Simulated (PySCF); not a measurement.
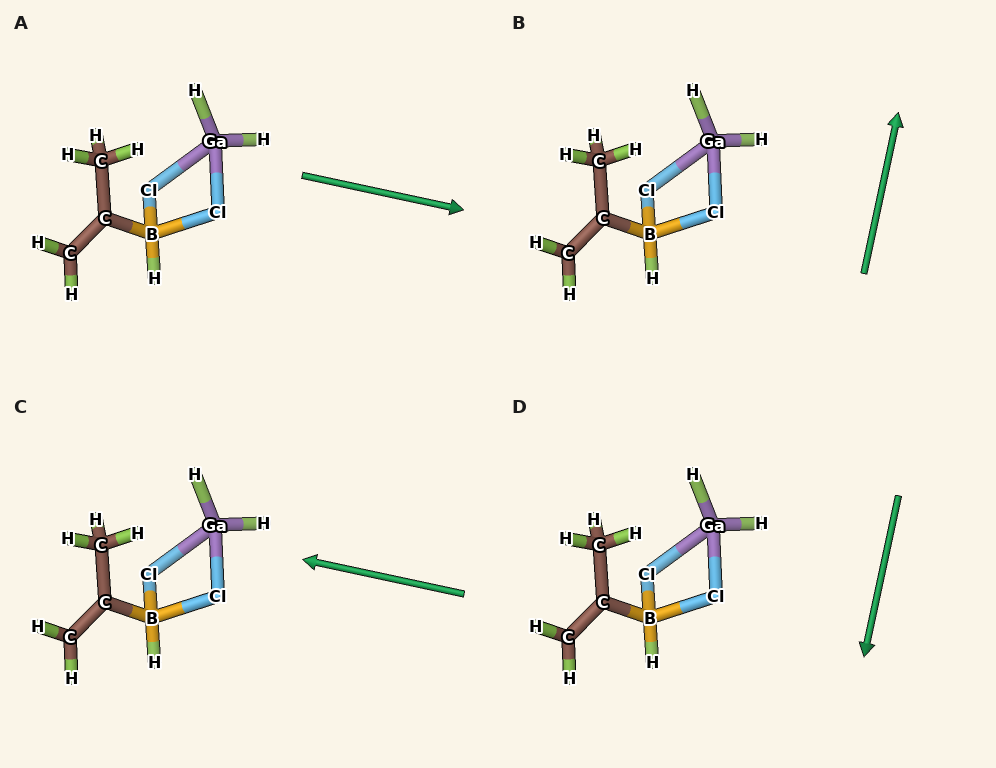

The same molecule four times, each with an arrow. The computed structure is the end point of a GFN2-xTB optimisation. No frequency run is at hand to confirm it as a minimum. Method: B3LYP/def2-SVPD, gas phase (PySCF 2.14.0).

> Which arrow points along the dipole moment, from the negative to the positive end?

B. The dipole moment is 0.65 D.

The geometry is semi-empirical. Around B, Ga such bond lengths and angles can be off by a tenth of an ångström or more and by several degrees, and values that hang on the shape move with them.
